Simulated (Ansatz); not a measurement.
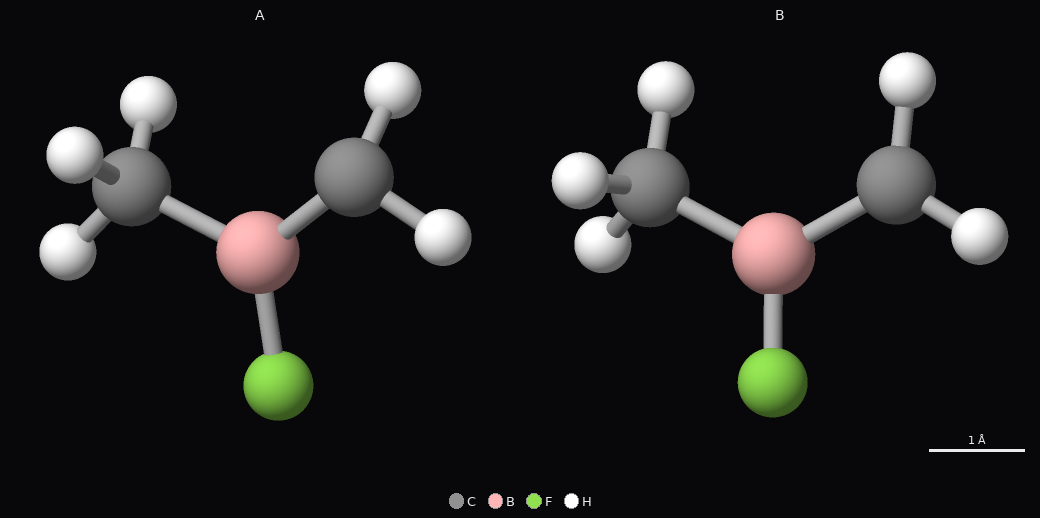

Two geometries of C2H5BF (multiplicity 2) (coarse preliminary run), drawn at one scale. One is the start of a relaxation, the other its converged end. The picture is a ball-and-stick view, seen at a tilt.

These are results of UKS PBE-D4/def2-SVP in Ansatz, not measurements. Settings: force threshold 0.03 eV/Å; at most 200 steps.

**Which of the two is the end point?**

Structure B is the relaxed one. The start comes from a force field. The energy falls by 0.873 eV in 13 accepted moves (16 points after the start). The largest force component goes from 3.1 to 0.0062 eV/Å. The line search rejected the trial steps at points 6, 8, 10 of the run. The forces were under the threshold at step 5, but the run went on from there. The F atom moves most after the best rigid fit: 0.53 Å. Largest moves by element: F 0.53 Å, C 0.42 Å, H 0.34 Å, B 0.08 Å. Near-neighbour distances that change, for instance: B–F 1.445 → 1.354 Å, C–H 1.176 → 1.114 Å, C–H 1.159 → 1.103 Å, C–H 1.073 → 1.107 Å. Among the angles between lasting bonds that change: B–C–H 111.3° → 123.0°, B–C–H 111.2° → 122.2°, H–C–H 104.4° → 114.8°. Groups turn about B–C by about 40°. The run took 13 s on 4 threads of Arm Neoverse V2 (shared host).
